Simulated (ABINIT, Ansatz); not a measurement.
# Quasiparticle gap of Be3N2 (R3m) in ABINIT, part 2 of 3

How does a plane-wave GW calculation on Be3N2 (R3m) run from the first input to the gap?

ABINIT 10.8.3; LDA and many-body steps on it, plane waves. Known limits of the many-body steps: not at the basis limit.

So far. Step 2 (Ground state): The gap is indirect, with the least direct gap 1.06 eV higher.

## (3) Bands along the symmetry lines

Level of this step: DFT, LDA, plane waves, norm-conserving pseudopotentials (ABINIT).

The cheap functional maps the bands first; the places of the edges decide which points the dearer methods must see.

Contents of run.abi:

```
acell 3*1.0 Angstrom
rprim 
  1.419805055509 0.819724830995 4.866215662800
  -1.419805055509 0.819724830995 4.866215662800
  -0.000000000000 -1.639449661990 4.866215662800
ntypat 2
znucl 4 7
natom 5
typat 1 1 1 2 2
xred 
  0.859001080000 0.859001080000 0.859001080000
  0.317694560000 0.317694560000 0.317694560000
  0.088806770000 0.088806770000 0.088806770000
  0.204162680000 0.204162680000 0.204162680000
  0.708434910000 0.708434910000 0.708434910000
pp_dirpath "pseudos"
pseudos "Be.upf, N.upf"
ecut 38
iscf -2
irdden 1
kptopt 0
nkpt 59
kpt 
  0.00000000 0.00000000 0.00000000
  -0.06250000 -0.06250000 -0.06250000
  -0.12500000 -0.12500000 -0.12500000
  -0.18750000 -0.18750000 -0.18750000
  -0.25000000 -0.25000000 -0.25000000
  -0.31250000 -0.31250000 -0.31250000
  -0.37500000 -0.37500000 -0.37500000
  -0.43750000 -0.43750000 -0.43750000
  -0.50000000 -0.50000000 -0.50000000
  -0.50000000 -0.46069801 -0.53930199
  -0.50000000 -0.42139603 -0.57860398
  -0.50000000 -0.38209404 -0.61790596
  -0.50000000 -0.34279205 -0.65720795
  -0.50000000 -0.30349006 -0.69650994
  -0.50000000 -0.26418808 -0.73581192
  -0.50000000 -0.22488609 -0.77511391
  -0.50000000 -0.18558410 -0.81441590
  -0.18558410 0.18558410 -0.50000000
  -0.16238609 0.16238609 -0.50000000
  -0.13918807 0.13918807 -0.50000000
  -0.11599006 0.11599006 -0.50000000
  -0.09279205 0.09279205 -0.50000000
  -0.06959404 0.06959404 -0.50000000
  -0.04639603 0.04639603 -0.50000000
  -0.02319801 0.02319801 -0.50000000
  0.00000000 0.00000000 -0.50000000
  0.00000000 0.00000000 -0.43750000
  0.00000000 0.00000000 -0.37500000
  0.00000000 0.00000000 -0.31250000
  0.00000000 0.00000000 -0.25000000
  0.00000000 0.00000000 -0.18750000
  0.00000000 0.00000000 -0.12500000
  0.00000000 0.00000000 -0.06250000
  0.00000000 0.00000000 0.00000000
  0.00000000 0.04284901 -0.04284901
  0.00000000 0.08569801 -0.08569801
  0.00000000 0.12854702 -0.12854702
  0.00000000 0.17139603 -0.17139603
  0.00000000 0.21424503 -0.21424503
  0.00000000 0.25709404 -0.25709404
  0.00000000 0.29994304 -0.29994304
  0.00000000 0.34279205 -0.34279205
  -0.34279205 0.00000000 -0.65720795
  -0.36244304 0.00000000 -0.63755696
  -0.38209404 0.00000000 -0.61790596
  -0.40174503 0.00000000 -0.59825497
  -0.42139603 0.00000000 -0.57860398
  -0.44104702 0.00000000 -0.55895298
  -0.46069801 0.00000000 -0.53930199
  -0.48034901 0.00000000 -0.51965099
  -0.50000000 0.00000000 -0.50000000
  -0.43750000 0.00000000 -0.43750000
  -0.37500000 0.00000000 -0.37500000
  -0.31250000 0.00000000 -0.31250000
  -0.25000000 0.00000000 -0.25000000
  -0.18750000 0.00000000 -0.18750000
  -0.12500000 0.00000000 -0.12500000
  -0.06250000 0.00000000 -0.06250000
  0.00000000 0.00000000 0.00000000
istwfk *1
nband 18
nbdbuf 2
tolwfr 1e-08
nstep 40
prtwf 0
prtvol 0
indata_prefix "in"
outdata_prefix "out"
tmpdata_prefix "tmp"
```

The run is started by

```sh
> OMP_NUM_THREADS=1 mpirun -n 4 abinit run.abi > log
```

Numbers of over 12 decimals in the logs are rounded to 6 here.

The log of the run:

```text
.Version 10.8.3 of ABINIT. v10.8.2 released Aug 2026.

 Symmetries : space group R3 m (#160); Bravais hR (rhombohedral)
[... echo of the input left out ...]
== DATASET  1 ==================================================================
-   mpi_nproc: 4, omp_nthreads: 1 (-1 if OMP is not activated)

--- !DatasetInfo
iteration_state: {dtset: 1, }
dimensions: {natom: 5, nkpt: 59, mband: 18, nsppol: 1, nspinor: 1, nspden: 1, mpw: 2596, }
cutoff_energies: {ecut:  38.0, pawecutdg:  -1.0, }
electrons: {nelect:   2.20000000E+01, charge:   0.00000000E+00, occopt:   1.00000000E+00, tsmear:   1.00000000E-02, }

 Real(R)+Recip(G) space primitive vectors, cartesian coordinates (Bohr,Bohr^-1):
 R(1)=  2.6830427  1.5490554  9.1958149  G(1)=  0.1863556  0.1075924  0.0362484
 R(2)= -2.6830427  1.5490554  9.1958149  G(2)= -0.1863556  0.1075924  0.0362484
 R(3)=  0.0000000 -3.0981109  9.1958149  G(3)=  0.0000000 -0.2151849  0.0362484
 Unit cell volume ucvol=  2.2931687E+02 bohr^3
 Angles (23,13,12)=  3.21025619E+01  3.21025619E+01  3.21025619E+01 degrees

 getcut: wavevector=  0.0000  0.0000  0.0000  ngfft=  54  54  54
         ecut(hartree)=     38.000   => boxcut(ratio)=   2.00551

--- Pseudopotential description ------------------------------------------------
- Be Generated using ONCVPSP code by D. R. Hamann
-  4.00000   4.00000  180309                  znucl, zion, pspdat
12 -1012 1 -1 1358                            pspcod,pspxc,lmax,lloc,mmax
     nproj     2     2
  pspatm : epsatm=    2.74190561
         --- l  ekb(1:nproj) -->
             0   -6.571987   -2.339039
             1   -2.528806   -0.553493
 pspatm: atomic psp has been read  and splines computed

- N Generated using ONCVPSP code by D. R. Hamann
-  7.00000   5.00000  180309                  znucl, zion, pspdat
12 -1012 1 -1 1058                            pspcod,pspxc,lmax,lloc,mmax
     nproj     2     2
  pspatm : epsatm=    5.30777321
         --- l  ekb(1:nproj) -->
             0    7.408032    0.617798
[...]
pspatm: atomic psp has been read  and splines computed

--------------------------------------------------------------------------------

================================================================================
 prteigrs : about to open file out_EIG
 Non-SCF case, kpt    1 (  0.00000  0.00000  0.00000), residuals and eigenvalues=
  3.28E-09  4.05E-09  8.21E-09  6.15E-09  2.37E-09  7.80E-10  2.33E-09  5.55E-09
  5.79E-09  1.61E-09  2.54E-09  2.50E-09  2.45E-09  4.87E-09  7.82E-09  5.36E-09
  1.95E-09  1.54E-08
 -3.3490E+00 -3.3435E+00 -3.2990E+00 -3.7822E-01 -2.9671E-01 -6.0718E-02
  1.7390E-01  1.7390E-01  2.0138E-01  2.1804E-01  2.1804E-01  4.4352E-01
  5.0542E-01  5.1990E-01  5.1990E-01  6.1111E-01  6.4400E-01  6.4400E-01
 Non-SCF case, kpt    2 ( -0.06250 -0.06250 -0.06250), residuals and eigenvalues=
[...]
Non-SCF case, kpt   58 ( -0.06250  0.00000 -0.06250), residuals and eigenvalues=
[...]
Non-SCF case, kpt   59 (  0.00000  0.00000  0.00000), residuals and eigenvalues=
[...]
1.7390E-01  1.7390E-01  2.0138E-01  2.1804E-01  2.1804E-01  4.4352E-01
  5.0542E-01  5.1990E-01  5.1990E-01  6.1111E-01  6.4400E-01  6.4400E-01

--- !ResultsGS
iteration_state: {dtset: 1, }
comment   : Summary of ground state results
lattice_vectors:
- [  2.6830427,   1.5490554,   9.1958149, ]
- [ -2.6830427,   1.5490554,   9.1958149, ]
- [ -0.0000000,  -3.0981109,   9.1958149, ]
lattice_lengths: [   9.70367,    9.70367,    9.70367, ]
lattice_angles: [ 32.103,  32.103,  32.103, ] # degrees, (23, 13, 12)
lattice_volume:   2.2931687E+02
convergence: {deltae:  0.000E+00, res2:  0.000E+00, residm:  9.984E-09, diffor:  0.000E+00, }
etotal    :  -6.24339894E+01
entropy   :   0.00000000E+00
fermie    :   2.18036431E-01
cartesian_stress_tensor: null
pressure_GPa: null
xred      :
- [  8.5900E-01,   8.5900E-01,   8.5900E-01, Be]
- [  3.1769E-01,   3.1769E-01,   3.1769E-01, Be]
- [  8.8807E-02,   8.8807E-02,   8.8807E-02, Be]
- [  2.0416E-01,   2.0416E-01,   2.0416E-01,  N]
- [  7.0843E-01,   7.0843E-01,   7.0843E-01,  N]
cartesian_forces: null
force_length_stats: {min: null, max: null, mean: null, }

 Integrated electronic density in atomic spheres:
 ------------------------------------------------
 Atom  Sphere_radius  Integrated_density
[...]
================================================================================

 ----iterations are completed or convergence reached----

 Mean square residual over all n,k,spin=   47.602E-10; max=  99.845E-10
 reduced coordinates (array xred) for    5 atoms
[...]
0.204162680000      0.204162680000      0.204162680000
       0.708434910000      0.708434910000      0.708434910000

 cartesian coordinates (angstrom) at end:
    1      0.000000    -0.000000    12.540254
    2      0.000000    -0.000000     4.637911
    3     -0.000000     0.000000     1.296459
    4     -0.000000     0.000000     2.980499
    5      0.000000     0.000000    10.342191
 length scales=  1.889726125908  1.889726125908  1.889726125908 bohr
              =  1.000000000000  1.000000000000  1.000000000000 angstroms
 prteigrs : about to open file out_EIG
 Eigenvalues (hartree) for nkpt=  59  k points:
 kpt#   1, nband= 18, wtk=  1.00000, kpt=  0.0000  0.0000  0.0000 (reduced coord)
[...]
kpt#   2, nband= 18, wtk=  1.00000, kpt= -0.0625 -0.0625 -0.0625 (reduced coord)
[...]
kpt#   3, nband= 18, wtk=  1.00000, kpt= -0.1250 -0.1250 -0.1250 (reduced coord)
[...]
kpt#  58, nband= 18, wtk=  1.00000, kpt= -0.0625  0.0000 -0.0625 (reduced coord)
[...]
0.63282    0.65123
 kpt#  59, nband= 18, wtk=  1.00000, kpt=  0.0000  0.0000  0.0000 (reduced coord)
  -3.34903   -3.34347   -3.29904   -0.37822   -0.29671   -0.06072    0.17390    0.17390
   0.20138    0.21804    0.21804    0.44352    0.50542    0.51990    0.51990    0.61111
   0.64400    0.64400

== END DATASET(S) ==============================================================
================================================================================

 -outvars: echo values of variables after computation  --------
            nband          18
             nkpt          59
          spgroup         160
 [... the other variables as echoed above ...]

 Calculation completed.
```

Run time: 40 s. Hardware: 4 MPI ranks of Arm Neoverse N1, shared host; peak memory 0.32 GiB; 2.7 min of CPU time.

This step gave:

- gap: 2.731 eV
- k of the valence top: 0, 0, 0
- k of the conduction bottom: -0.5, 0, -0.5
- least direct gap: 3.792 eV

The gap is 2.731 eV, as in the run before at this level.

Electronic bands along the path, in eV, zero at the top of the highest filled band:

```
     point  band 8  band 9  band 10  band 11  band 12  band 13  band 14  band 15
         Γ   -1.20   -0.45     0.00     0.00     6.14     7.82     8.21     8.21
         T   -0.98   -0.98    -0.34    -0.34     7.02     8.80     8.98     8.98
        H2   -4.74   -3.69    -3.00    -1.83     5.01     6.81     9.93    11.60
jump to H0   -4.74   -3.69    -3.00    -1.83     5.01     6.81     9.93    11.60
         L   -3.69   -3.08    -3.01    -2.10     5.48     6.56    10.28    10.42
         Γ   -1.20   -0.45     0.00     0.00     6.14     7.82     8.21     8.21
        S0   -4.88   -3.66    -3.06    -1.88     5.07     7.12     9.36    11.95
jump to S2   -4.88   -3.66    -3.06    -1.88     5.07     7.12     9.36    11.95
         F   -3.50   -3.50    -1.34    -1.06     2.73     7.64     8.89     9.50
         Γ   -1.20   -0.45     0.00     0.00     6.14     7.82     8.21     8.21
```

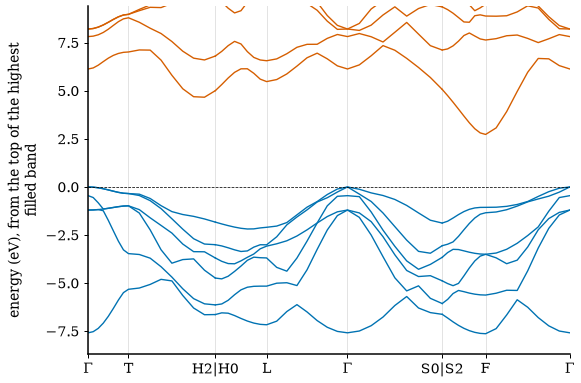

Electronic bands along the path; lines of filled and empty bands in two colours.

## (4) Empty states on the mesh, 4×4×4 mesh, 45 bands

The sums over transitions need many empty states on a uniform mesh; this step solves for them.

Contents of run.abi:

```
acell 3*1.0 Angstrom
rprim 
  1.419805055509 0.819724830995 4.866215662800
  -1.419805055509 0.819724830995 4.866215662800
  -0.000000000000 -1.639449661990 4.866215662800
ntypat 2
znucl 4 7
natom 5
typat 1 1 1 2 2
xred 
  0.859001080000 0.859001080000 0.859001080000
  0.317694560000 0.317694560000 0.317694560000
  0.088806770000 0.088806770000 0.088806770000
  0.204162680000 0.204162680000 0.204162680000
  0.708434910000 0.708434910000 0.708434910000
pp_dirpath "pseudos"
pseudos "Be.upf, N.upf"
ecut 38
ngkpt 4 4 4
nshiftk 1
shiftk 0 0 0
kptopt 1
chksymbreak 0
iscf -2
irdden 1
istwfk *1
nband 45
nbdbuf 4
tolwfr 1e-09
nstep 60
prtvol 0
indata_prefix "in"
outdata_prefix "out"
tmpdata_prefix "tmp"
```

The log of the run:

```text
.Version 10.8.3 of ABINIT. v10.8.2 released Aug 2026.

 Symmetries : space group R3 m (#160); Bravais hR (rhombohedral)
[... echo of the input left out ...]
== DATASET  1 ==================================================================
-   mpi_nproc: 4, omp_nthreads: 1 (-1 if OMP is not activated)

--- !DatasetInfo
iteration_state: {dtset: 1, }
dimensions: {natom: 5, nkpt: 13, mband: 45, nsppol: 1, nspinor: 1, nspden: 1, mpw: 2590, }
cutoff_energies: {ecut:  38.0, pawecutdg:  -1.0, }
electrons: {nelect:   2.20000000E+01, charge:   0.00000000E+00, occopt:   1.00000000E+00, tsmear:   1.00000000E-02, }

 Real(R)+Recip(G) space primitive vectors, cartesian coordinates (Bohr,Bohr^-1):
 R(1)=  2.6830427  1.5490554  9.1958149  G(1)=  0.1863556  0.1075924  0.0362484
 R(2)= -2.6830427  1.5490554  9.1958149  G(2)= -0.1863556  0.1075924  0.0362484
 R(3)=  0.0000000 -3.0981109  9.1958149  G(3)=  0.0000000 -0.2151849  0.0362484
 Unit cell volume ucvol=  2.2931687E+02 bohr^3
 Angles (23,13,12)=  3.21025619E+01  3.21025619E+01  3.21025619E+01 degrees

 getcut: wavevector=  0.0000  0.0000  0.0000  ngfft=  54  54  54
         ecut(hartree)=     38.000   => boxcut(ratio)=   2.00551

--- Pseudopotential description ------------------------------------------------
- Be Generated using ONCVPSP code by D. R. Hamann
-  4.00000   4.00000  180309                  znucl, zion, pspdat
12 -1012 1 -1 1358                            pspcod,pspxc,lmax,lloc,mmax
     nproj     2     2
  pspatm : epsatm=    2.74190561
         --- l  ekb(1:nproj) -->
             0   -6.571987   -2.339039
             1   -2.528806   -0.553493
 pspatm: atomic psp has been read  and splines computed

- N Generated using ONCVPSP code by D. R. Hamann
-  7.00000   5.00000  180309                  znucl, zion, pspdat
12 -1012 1 -1 1058                            pspcod,pspxc,lmax,lloc,mmax
     nproj     2     2
  pspatm : epsatm=    5.30777321
         --- l  ekb(1:nproj) -->
             0    7.408032    0.617798
[...]
pspatm: atomic psp has been read  and splines computed

--------------------------------------------------------------------------------

================================================================================
 prteigrs : about to open file out_EIG
 Non-SCF case, kpt    1 (  0.00000  0.00000  0.00000), residuals and eigenvalues=
  2.55E-10  1.07E-10  8.25E-11  1.72E-10  3.75E-10  3.77E-10  3.14E-10  8.63E-10
  1.38E-10  1.40E-10  5.96E-10  5.87E-10  5.85E-10  6.31E-11  2.19E-10  5.13E-11
  8.35E-11  2.27E-10  7.23E-11  3.76E-10  8.40E-10  9.91E-11  2.48E-10  1.24E-10
[...]
3.66E-10  2.75E-09  3.14E-09  1.60E-08  7.63E-08
 -3.3490E+00 -3.3435E+00 -3.2990E+00 -3.7822E-01 -2.9671E-01 -6.0718E-02
  1.7390E-01  1.7390E-01  2.0138E-01  2.1804E-01  2.1804E-01  4.4352E-01
  5.0542E-01  5.1990E-01  5.1990E-01  6.1111E-01  6.4400E-01  6.4400E-01
  6.7589E-01  8.0391E-01  8.0391E-01  8.1612E-01  9.4448E-01  1.0105E+00
  1.0105E+00  1.0405E+00  1.0825E+00  1.0825E+00  1.2062E+00  1.2167E+00
  1.2167E+00  1.2780E+00  1.3637E+00  1.5710E+00  1.5710E+00  1.6603E+00
  1.6907E+00  1.6907E+00  1.7774E+00  1.7774E+00  1.8136E+00  1.8522E+00
[...]
prteigrs : prtvol=0 or 1, do not print more k-points.

--- !ResultsGS
iteration_state: {dtset: 1, }
comment   : Summary of ground state results
lattice_vectors:
- [  2.6830427,   1.5490554,   9.1958149, ]
- [ -2.6830427,   1.5490554,   9.1958149, ]
- [ -0.0000000,  -3.0981109,   9.1958149, ]
lattice_lengths: [   9.70367,    9.70367,    9.70367, ]
lattice_angles: [ 32.103,  32.103,  32.103, ] # degrees, (23, 13, 12)
lattice_volume:   2.2931687E+02
convergence: {deltae:  0.000E+00, res2:  0.000E+00, residm:  9.899E-10, diffor:  0.000E+00, }
etotal    :  -6.24339894E+01
entropy   :   0.00000000E+00
fermie    :   2.18036431E-01
cartesian_stress_tensor: null
pressure_GPa: null
xred      :
- [  8.5900E-01,   8.5900E-01,   8.5900E-01, Be]
- [  3.1769E-01,   3.1769E-01,   3.1769E-01, Be]
- [  8.8807E-02,   8.8807E-02,   8.8807E-02, Be]
- [  2.0416E-01,   2.0416E-01,   2.0416E-01,  N]
- [  7.0843E-01,   7.0843E-01,   7.0843E-01,  N]
cartesian_forces: null
force_length_stats: {min: null, max: null, mean: null, }

 Integrated electronic density in atomic spheres:
 ------------------------------------------------
 Atom  Sphere_radius  Integrated_density
[...]
================================================================================

 ----iterations are completed or convergence reached----

 Mean square residual over all n,k,spin=   40.933E-11; max=  98.990E-11
 reduced coordinates (array xred) for    5 atoms
[...]
0.204162680000      0.204162680000      0.204162680000
       0.708434910000      0.708434910000      0.708434910000

 cartesian coordinates (angstrom) at end:
    1      0.000000    -0.000000    12.540254
    2      0.000000    -0.000000     4.637911
    3     -0.000000     0.000000     1.296459
    4     -0.000000     0.000000     2.980499
    5      0.000000     0.000000    10.342191
 length scales=  1.889726125908  1.889726125908  1.889726125908 bohr
              =  1.000000000000  1.000000000000  1.000000000000 angstroms
 prteigrs : about to open file out_EIG
 Eigenvalues (hartree) for nkpt=  13  k points:
 kpt#   1, nband= 45, wtk=  0.01563, kpt=  0.0000  0.0000  0.0000 (reduced coord)
[...]
1.01048    1.04050    1.08249    1.08249    1.20619    1.21671    1.21671    1.27803
   1.36370    1.57095    1.57095    1.66026    1.69073    1.69073    1.77739    1.77739
   1.81357    1.85218    1.92795    1.92795    1.98026
 prteigrs : prtvol=0 or 1, do not print more k-points.

== END DATASET(S) ==============================================================
================================================================================

 -outvars: echo values of variables after computation  --------
            nband          45
             nkpt          13
          spgroup         160
 [... the other variables as echoed above ...]

 Calculation completed.
```

It took 26 s on 4 MPI ranks; peak memory 0.3 GiB.

Numbers from this step:

- gap: 2.731 eV
- k of the valence top: 0, 0, 0
- k of the conduction bottom: 0.5, 0.5, 0
- least direct gap: 3.792 eV
- k points computed: 13
- lowest point of the top converged band, above the valence top: 41.65 eV

On this mesh the gap is 2.731 eV.

## (5) Screening, 4×4×4 mesh, 41 bands, screening to 119.7 eV

The RPA dielectric matrix is built and inverted for each q.

This step: RPA screening on LDA, plane waves, norm-conserving pseudopotentials.

run.abi: that of step 4 with these lines changed.

```diff
@@ -23,10 +23,11 @@
 chksymbreak 0
-iscf -2
-irdden 1
 istwfk *1
-nband 45
-nbdbuf 4
-tolwfr 1e-09
-nstep 60
-prtvol 0
+occopt 1
+irdwfk 1
+optdriver 3
+nband 41
+ecuteps 4.4
+inclvkb 2
+awtr 1
+symchi 1
 indata_prefix "in"
```

The log of the run:

```text
.Version 10.8.3 of ABINIT. v10.8.2 released Aug 2026.

 Symmetries : space group R3 m (#160); Bravais hR (rhombohedral)
[... echo of the input left out ...]
== DATASET  1 ==================================================================
-   mpi_nproc: 4, omp_nthreads: 1 (-1 if OMP is not activated)

--- !DatasetInfo
iteration_state: {dtset: 1, }
dimensions: {natom: 5, nkpt: 13, mband: 41, nsppol: 1, nspinor: 1, nspden: 1, mpw: 2590, }
cutoff_energies: {ecut:  38.0, pawecutdg:  -1.0, }
electrons: {nelect:   2.20000000E+01, charge:   0.00000000E+00, occopt:   1.00000000E+00, tsmear:   1.00000000E-02, }

 SCREENING: Calculation of the susceptibility and dielectric matrices

 Based on a program developped by R.W. Godby, V. Olevano, G. Onida, and L. Reining.
 Incorporated in ABINIT by V. Olevano, G.-M. Rignanese, and M. Torrent.
.Using double precision arithmetic ; gwpc =  8

[... cell and pseudopotentials left out ...]
--------------------------------------------------------------------------------

 ==== K-mesh for the wavefunctions ====
 Number of points in the irreducible wedge :    13
[... list of points left out ...]
 Together with  6 symmetry operations and time-reversal symmetry
 yields    64 points in the full Brillouin Zone.

 ==== Q-mesh for the screening function ====
 Number of points in the irreducible wedge :    13
[... list of points left out ...]
 Together with  6 symmetry operations and time-reversal symmetry
 yields    64 points in the full Brillouin Zone.

 setmesh: FFT mesh size selected  =    36x   36x   36
          total number of points  =        46656

 vcoul_init : cutoff-mode = AUXILIARY_FUNCTION
 q-points for optical limit:   1
     1)      0.000010    0.000020    0.000030

- screening: taking advantage of time-reversal symmetry
- Maximum band index for partially occupied states nbvw = 11
- Remaining bands to be divided among processors   nbcw = 30
- Number of bands treated by each node ~7

 Number of electrons calculated from density =   22.0000; Expected =   22.0000
 average of density, n =  0.095937
 r_s =    1.3551
 omega_plasma =   29.8778 [eV]

 calculating chi0 at frequencies [eV] :
  1    0.000000E+00    0.000000E+00
  2    0.000000E+00    2.987782E+01

--------------------------------------------------------------------------------
  q-point number  1        q = ( 0.000000, 0.000000, 0.000000) [r.l.u.]
--------------------------------------------------------------------------------
[... chi0 elements left out ...]
 For q-point:  0.000010 0.000020 0.000030
  dielectric constant =   4.7590
  dielectric constant without local fields =   5.1652

  Average fulfillment of the sum rule on Im[epsilon] for q-point    1 :     48.14  [%]
[... wings left out ...]
  q-point number  2        q = ( 0.250000, 0.000000, 0.000000) [r.l.u.]
--------------------------------------------------------------------------------
[... chi0 elements left out ...]
  Average fulfillment of the sum rule on Im[epsilon] for q-point    2 :     60.22  [%]

 [... 11 further q-points ...]
```

The job ended after 65 s (4 MPI ranks; peak memory 1.1 GiB).

This step gave:

```
ε∞ with local fields, on this mesh, along the program's q direction : 4.759
the same without local fields                                       : 5.165
plasma frequency                                                    : 29.88 eV
plane waves in the screening matrix                                 : 111
```

Local fields lower ε∞ by 8 %.

(Continued in part 3 of 3.)

[Paths, hosts, dates, memory and timing lines, banners, echoed tables and standing remarks are left out of the program output.]

[Logs are printed without paths, hosts, clocks, repeated set-up lines and the standing remarks that a program may print on its own settings, such as how far it seeks lower states.]

[Runs of the session that timed out or met a known fault of the program may be left out.]

[Hosts, paths, dates, database ids (printed as entryN), source tags and the programs' standing remarks are cut or masked in the printed files.]

[G0W0 gaps are taken among the corrected bands and points alone; a level outside them can change the order at an edge.]

[Where Ansatz stands beside ABINIT at settings called matched, ABINIT's density can come from a denser mesh and the files from another edition; pairs whose starting gaps differed by over 0.03 eV were left out, so agreement reads better than it is.]
